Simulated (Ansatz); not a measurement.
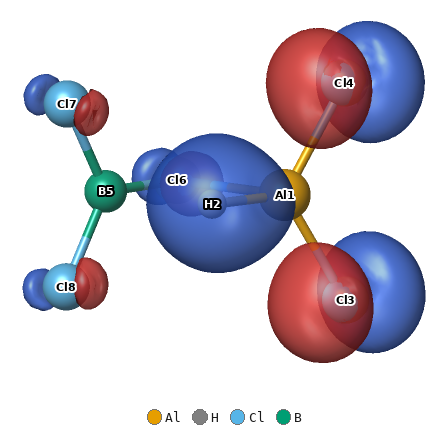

Figure 1: AlBCl5H. The HOMO at ±0.1 Å⁻³ᐟ² (blue and red are the two phases), seen across its widest extent.

A transition-state structure; geometry: PBE0-D4/def2-TZVP.

Computed with Ansatz 0.2.0, RKS PBE0-D4/def2-TZVPP.

Input file:

```
crystal:
  periodic: [false, false, false]
  atoms:
    - {symbol: Al, position_ang: [-0.764382, 0.711631, -0.936658]}
    - {symbol: H, position_ang: [0.724969, 0.184102, -1.043655]}
    - {symbol: Cl, position_ang: [-2.275587, -0.361004, -1.905722]}
    - {symbol: Cl, position_ang: [-1.076570, 2.734067, -0.504842]}
    - {symbol: B, position_ang: [0.888839, -0.797805, 1.019563]}
    - {symbol: Cl, position_ang: [-0.817232, -0.315238, 1.372474]}
    - {symbol: Cl, position_ang: [2.151269, 0.232297, 1.583776]}
    - {symbol: Cl, position_ang: [1.168695, -2.388049, 0.415064]}
basis:
  gaussian: {orbitals: def2-TZVPP}
hamiltonian: {xc: pbe0, dispersion: d4}
output: {orbitals: {seedname: orbitals}}
```

Run with:

```sh
ansatz run in.yaml --threads 4 --pin off --events-out ev --progress --plain --max-ram 46080MiB --backend cpu
```

Describe this orbital and give its energy.

By Hirshfeld shares it lies mainly on Cl4 (about 25 %), Cl3 (about 25 %), H2 (about 25 %) and Al1 (about 15 %). Its energy is −8.96 eV.
